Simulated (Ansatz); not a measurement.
# SiH3Cl (chlorosilane): BCCD(T)/aug-cc-pVDZ

What is the vertical singlet–triplet gap of SiH3Cl (chlorosilane) at BCCD(T)/aug-cc-pVDZ? 

The calculation is run with Ansatz 0.2.0.

60 further runs of the same task are left out: 2 that didn't finish, 58 set aside as unsound or not needed.

## 1. Starting point

SiH3Cl: 5 atoms, total charge 0, spin state singlet. SMILES: `[SiH3]Cl`. The shape is that of a PBE0-D4/def2-TZVP optimisation.

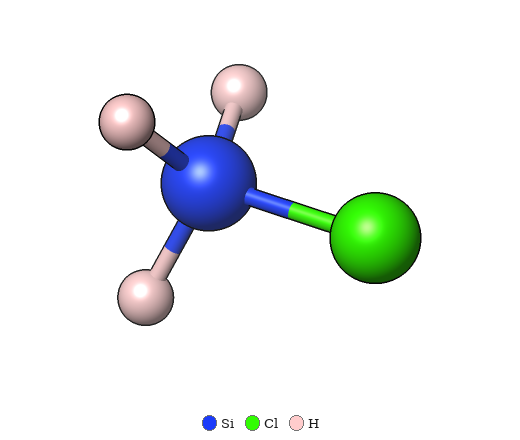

Viewed from a chosen angle; silicon blue, chlorine green, hydrogen pink.

## 2. The energy at BCCD(T)/aug-cc-pVDZ

The input, input.yaml:

```yaml
crystal:
  periodic: [false, false, false]
  atoms:
    - {symbol: Si, position_ang: [-0.112000, 0.018600, -0.030900]}
    - {symbol: Cl, position_ang: [1.838300, -0.513500, 0.329900]}
    - {symbol: H, position_ang: [-0.950900, -0.488300, 1.079100]}
    - {symbol: H, position_ang: [-0.534700, -0.585700, -1.314900]}
    - {symbol: H, position_ang: [-0.190800, 1.495400, -0.104700]}
basis:
  gaussian: {orbitals: aug-cc-pVDZ}
correlation: {method: bccd_t, frozen_orbitals: {Cl: 5, H: 0, Si: 5}}
accuracy: high
scf: {omitted_lower_state_checks: [cluster_reference, increment]}
```

Command:

```console
ansatz run input.yaml --threads 1 --pin off --max-ram 3480MiB --events-out events.jsonl --progress --plain --runs-dir runs
```

Log, cut to the lines that bear on the results:

```text
Warning: RAYON_NUM_THREADS=1 ignored (pool sized by the plan → 1); use --threads N
Functional definition: HF
  name "HF"
[...]
1640 factors; integrals over basis functions are off by at most 3.8e-9 eV
[...]
mean field -20414.67696113 eV, -750.2255407563 hartree, gradient 1.4e-8 eV, S^2 0.000000; 0 other end points of the search recorded, 0 dependent functions left out
10 core orbitals not correlated: weight in the atoms' cores, before any rotation towards them, 1.000 or more for the frozen orbitals, at most 0.000 for the correlated occupied ones
reference -20414.67696113 eV, -750.2255407563 hartree; 7, 7 occupied and 64, 64 virtual orbitals, 1640 factors
second order -6.97964601 eV of doubles, -0.00000000 eV of singles
cycle   1  -7.69800180 eV  change   -7.2e-1 eV  update   6.1e-2
[...]
cycle  20  -7.93822234 eV  change  -3.1e-11 eV  update  6.6e-10
perturbative correction -0.20225985 eV, -0.0074329122 hartree
Total energy: -20422.81744331 eV, -750.5246979589 hartree
Checks for a lower state left out: cluster_reference, increment
```

It took 6.3 s on 1 thread of Intel Xeon Platinum 8375C at 2.90GHz (Ice Lake), shared host; peak memory 0.49 GiB.

## 3. The triplet, same level

The input, run.yaml:

```yaml
crystal:
  periodic: [false, false, false]
  atoms:
    - {symbol: Si, position_ang: [-0.112000, 0.018600, -0.030900]}
    - {symbol: Cl, position_ang: [1.838300, -0.513500, 0.329900]}
    - {symbol: H, position_ang: [-0.950900, -0.488300, 1.079100]}
    - {symbol: H, position_ang: [-0.534700, -0.585700, -1.314900]}
    - {symbol: H, position_ang: [-0.190800, 1.495400, -0.104700]}
basis:
  gaussian: {orbitals: aug-cc-pVDZ}
scf: {omitted_lower_state_checks: [cluster_reference, increment]}
accuracy: high
correlation: {method: bccd_t, frozen_orbitals: {Cl: 5, H: 0, Si: 5}}
magnetization: {spin_polarized: true, initial_magnetization: 2}
```

Command:

```console
ansatz run run.yaml --threads 1 --pin off --max-ram 3480MiB --events-out events.jsonl --progress --plain --runs-dir runs
```

Log:

```text
Warning: RAYON_NUM_THREADS=1 ignored (pool sized by the plan → 1); use --threads N
[... 19 lines left out ...]
10 core orbitals not correlated: weight in the atoms' cores, before any rotation towards them, 1.000 or more for the frozen orbitals, at most 0.000 for the correlated occupied ones
[... 57 lines left out ...]
Total energy: -20415.50617316 eV, -750.2560137367 hartree
Checks for a lower state left out: cluster_reference, increment
```

Run time: 62 s. Hardware: 1 thread of Intel Xeon Platinum 8375C at 2.90GHz (Ice Lake), shared host; peak memory 0.92 GiB.

## 4. Outcome

Level: BCCD(T)/aug-cc-pVDZ, 10 core orbitals frozen.

| quantity | value |
| --- | --- |
| singlet: total energy | -750.52470 Eh |
| singlet: correlation energy (10 core orbitals frozen) | -299.2 mEh |
| singlet: (T) correction | -7.43 mEh |
| triplet: total energy | -750.25601 Eh |
| triplet: correlation energy (10 core orbitals frozen) | -306.0 mEh |
| triplet: (T) correction | -11.75 mEh |
| triplet: ⟨S²⟩ of the reference determinant | 2.013 |
| vertical energy of the triplet above the singlet | 7.311 eV |

**Reading.** At this shape the triplet lies 7.31 eV (705 kJ/mol) above the singlet. The triples (singlet) make up 2.5 % of the correlation energy. The triples (triplet) make up 3.8 % of the correlation energy.
